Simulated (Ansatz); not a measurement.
## Electronic structure of C₃H₆FNSi (SMILES C[Si](C)(F)C#N) in real space

Input

```
crystal:
  periodic: [false, false, false]
  atoms:
    - {symbol: C, position_ang: [-1.250998, -0.573096, 0.939219]}
    - {symbol: Si, position_ang: [-0.187024, -0.005299, -0.457286]}
    - {symbol: C, position_ang: [1.617772, -0.338975, -0.267341]}
    - {symbol: F, position_ang: [-0.709470, -0.645063, -1.823579]}
    - {symbol: C, position_ang: [-0.418624, 1.830460, -0.651546]}
    - {symbol: N, position_ang: [-0.542409, 2.973248, -0.723983]}
    - {symbol: H, position_ang: [-1.158898, -1.653110, 1.078212]}
    - {symbol: H, position_ang: [-2.299991, -0.337918, 0.747933]}
    - {symbol: H, position_ang: [-0.955728, -0.081448, 1.869521]}
    - {symbol: H, position_ang: [2.173150, 0.027912, -1.132922]}
    - {symbol: H, position_ang: [1.802048, -1.411543, -0.167975]}
    - {symbol: H, position_ang: [2.007272, 0.159631, 0.623749]}
basis:
  gaussian: {orbitals: def2-TZVPP}
hamiltonian: {xc: pbe0, dispersion: d4}
output: {orbitals: {seedname: orbitals}}
```

Run with:

```sh
ansatz run in.yaml --threads 4 --pin off --events-out ev --progress --plain --max-ram 10444MiB
```

Geometry: PBE0-D4/def2-TZVP.

Level of theory: Ansatz, RKS PBE0-D4/def2-TZVPP.

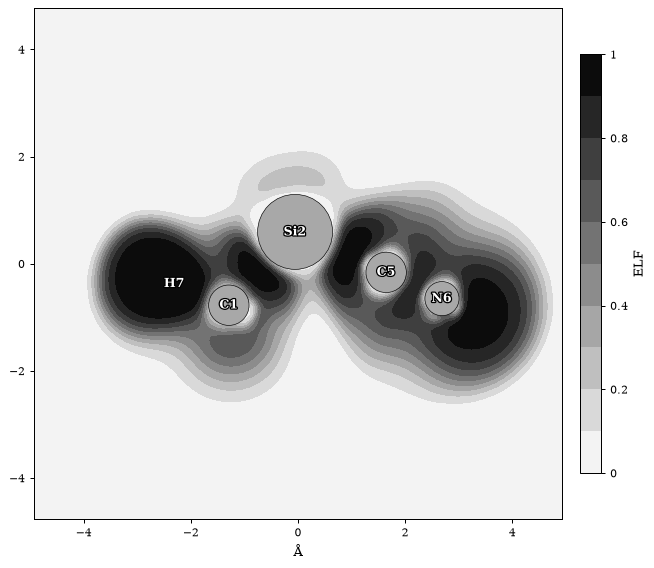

Figure 1. ELF on the plane of atoms Si2, C1 and H7. Grey discs cover the atomic cores.

**What do the fields say about this system?**

Atoms in the plane: C, Si, N and H.
C–N (1.15 Å): the ELF peaks at about 0.85 between the atoms; a multiple bond.
C–Si (1.85 Å): the ELF peaks at about 0.95 between the atoms (localised, covalent bonding).
C–H (1.09 Å): the ELF climbs to about 1 towards the hydrogen, as it does in any bond to H (an ordinary covalent bond to hydrogen).
The ELF also peaks beside N6, away from the bonds: lone-pair regions.

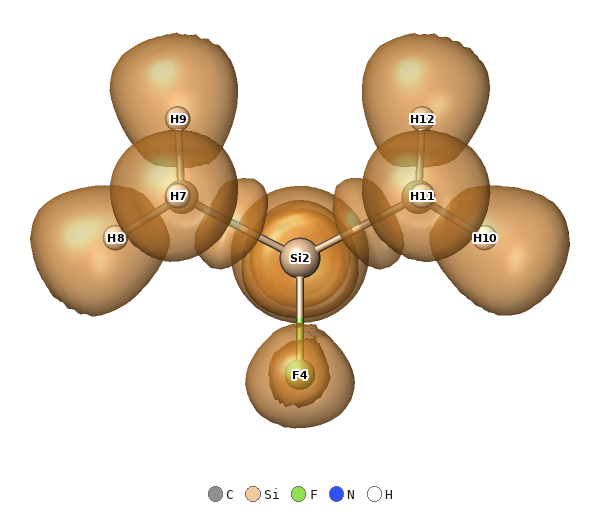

Figure 2. Isosurface of the ELF at 0.8 (orange), seen from one side. Core shells and regions of very low density are left out.

**Where are the electrons localised?**

The surface consists of one region between bonded C–N atoms (shared pairs), three regions between bonded C–Si atoms (shared pairs), six regions around hydrogen nuclei, one lobe on N, pointing away from the bonds (lone pairs) and one region wrapped around F (its lone pairs, merged into a ring or cap).


 Si–F (1.60 Å): the ELF peaks at about 0.85 in the valence shell of F, 0.6 Å from its nucleus, and is about 0.55 at the midpoint.

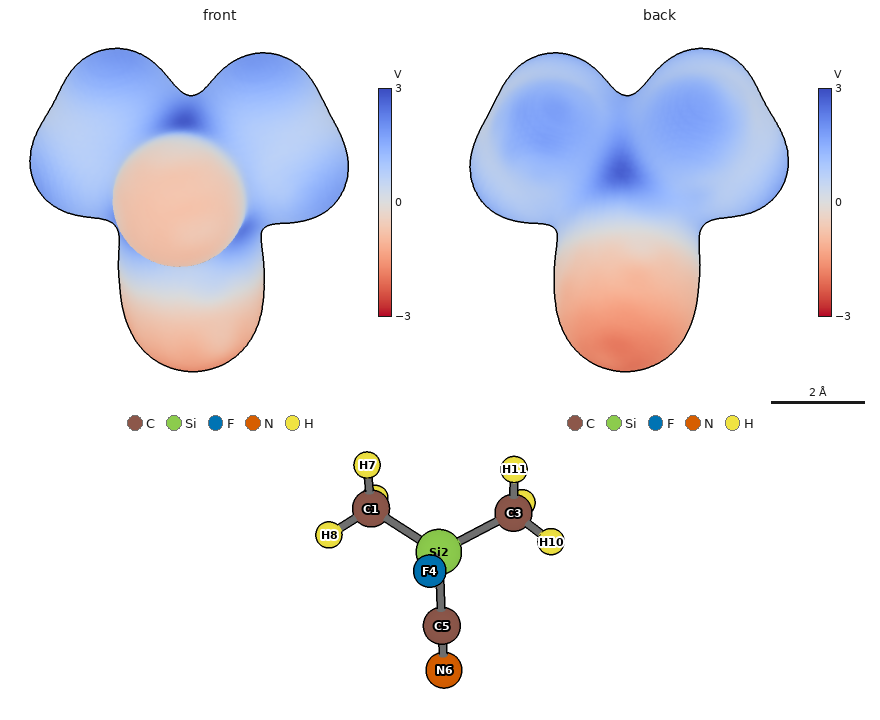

Figure 3. The electrostatic potential painted on the density surface at 0.004 e/bohr³, seen from the front and from behind; the colour scale runs from red (negative) to blue (positive). The bare structure is drawn below in the same view.

**Describe the electrostatic potential map.**

The most negative region (about −1.9 V, or −44 kcal/mol for a unit charge) lies over N6, the most positive (about +2.6 V, or +60 kcal/mol for a unit charge) over Si2. N6 is the likeliest acceptor of a hydrogen bond.
